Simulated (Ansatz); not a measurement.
## Al₁₂N: geometry relaxation

Al₁₂N (slab, 13 atoms in the cell), set up with DFT, PBE, plane waves, PAW (Ansatz 0.2.0).

The structure derives from an entry of the Crystallography Open Database. The input holds or restrains some coordinates. Forces given for the steps count only the free coordinates.

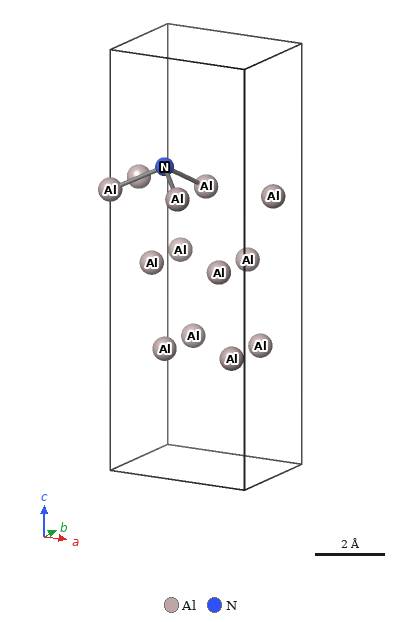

Figure 1. The input geometry (ball-and-stick view of the cell of the calculation, with the vacuum cut short, seen slightly off an axis). An atom can appear more than once, as a periodic image.

The input:
```yaml
crystal:
  lattice:
    - [5.7143028096, 0.0, 0.0]
    - [-2.8571514048, 4.948731398, 0.0]
    - [0.0, 0.0, 20.1016424764]
  atoms:
    - { symbol: Al, position: [0.3333333333, 0.1666666667, 0.1989887147] }
    - { symbol: Al, position: [0.3333333333, 0.6666666667, 0.1989887147] }
    - { symbol: Al, position: [0.8333333333, 0.1666666667, 0.1989887147] }
    - { symbol: Al, position: [0.8333333333, 0.6666666667, 0.1989887147] }
    - { symbol: Al, position: [0.1666666667, 0.3333333333, 0.3134533099] }
    - { symbol: Al, position: [0.1666666667, 0.8333333333, 0.3134533099] }
    - { symbol: Al, position: [0.6666666667, 0.3333333333, 0.3134533099] }
    - { symbol: Al, position: [0.6666666667, 0.8333333333, 0.3134533099] }
    - { symbol: Al, position: [0.0, 0.0, 0.4279074452] }
    - { symbol: Al, position: [0.0, 0.5, 0.4279074452] }
    - { symbol: Al, position: [0.5, 0.0, 0.4279074452] }
    - { symbol: Al, position: [0.5, 0.5, 0.4279074452] }
    - { symbol: "N", position: [0.3333333333, 0.1666666667, 0.4645215549] }
basis:
  ecutwfc: 420
kpoints:
  mp_grid: { grid: [6, 6, 1] }
hamiltonian:
  xc: pbe
scf:
  max_iter: 75
output:
  forces: true
  eigenvalues: true
relax:
  adjacent_minimum: "off"
  f_tol: 0.025
  max_steps: 16
  constraints:
    - { sites: [0, 1, 2, 3, 4, 5, 6, 7, 8, 9, 10, 11] }
    - { sites: [12], fix: xy }
efield:
  axis: 3
  dipole_correction: true
  ramp_width: 0.04
```

Machine: 4 threads of Arm Neoverse V1, 24 GiB of memory available, shared host.

Command:
```bash
ansatz run input.yaml --threads 4 --pin off --max-ram 12288MiB --backend cpu --events-out ev --progress --plain --runs-dir out
```

The program's output:
```
Error: YAML parse error: `scf.occupations.method` is required: fixed only where the cell keeps a band gap throughout the run, explicit beside scf.occupations.values (under evaluate: without them), else a smearing such as fermi_dirac (scf.occupations.width is optional; its entry in the input reference gives the default)
```

Outcome:

| quantity | value |
| --- | --- |
| outcome | refused by the program |

Diagnosis:

A setting was made wrong on purpose: no occupation method (`scf.occupations`). The program refused the input: “YAML parse error: `scf.occupations.method` is required: fixed only where the cell keeps a band gap throughout the run, explicit beside scf.occupations.values (under evaluate: without them), else a smearing such as fermi_dirac (scf.occupations.width is optional; its entry in the input reference gives the default)”
